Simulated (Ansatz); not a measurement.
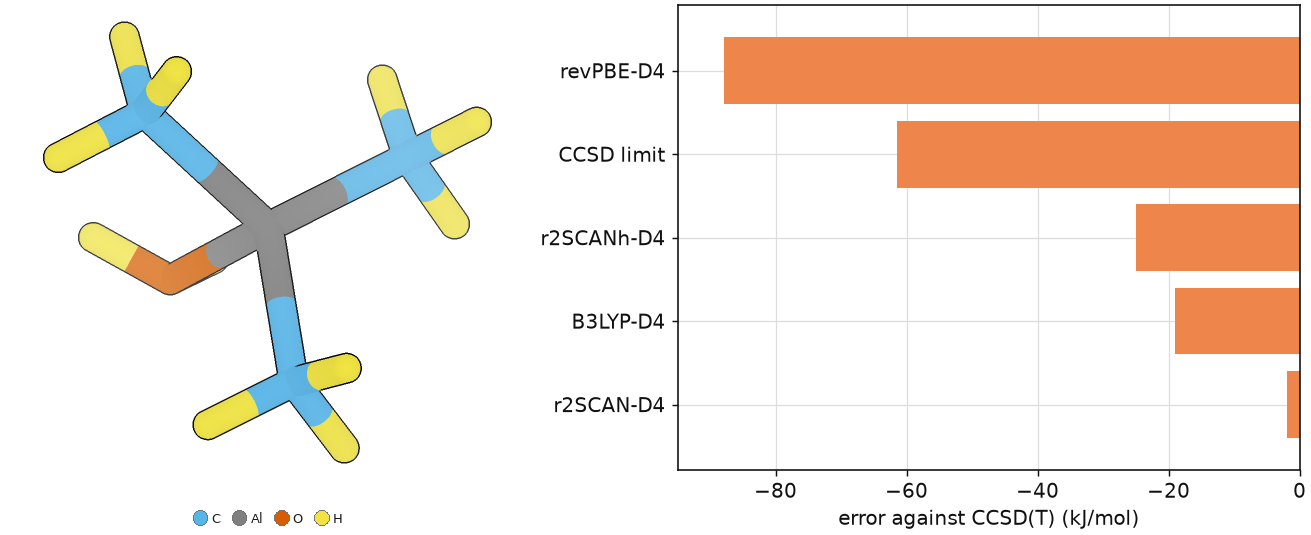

Error in the electronic atomisation energy (method less reference, so positive means overbinding) of C₃H₁₁AlO, SMILES [CH3][Al-]([CH3])([CH3])[OH2+], singlet: functionals in def2-TZVPP against frozen-core CCSD(T) at the limit (MP2 extrapolated from triple and quadruple zeta, plus CCSD(T) less MP2 in a smaller set), which gives 5776.7 kJ/mol, at a PBE0-D4/def2-TZVP geometry (a minimum by its frequencies), no zero-point or spin-orbit term, the Ansatz code. The reference leaves out core correlation, a term that grows with the number of heavy atoms. Limit means the basis limit.

What range do the values span?

From −87.8 kJ/mol (revPBE-D4) to −1.9 kJ/mol (r2SCAN-D4).

Which of these levels overbind, and which underbind?

Overbind: none clearly. Underbind: revPBE-D4, CCSD limit and r2SCANh-D4. Within 25 kJ/mol of zero, too close to call in view of what the reference leaves out: B3LYP-D4 and r2SCAN-D4.
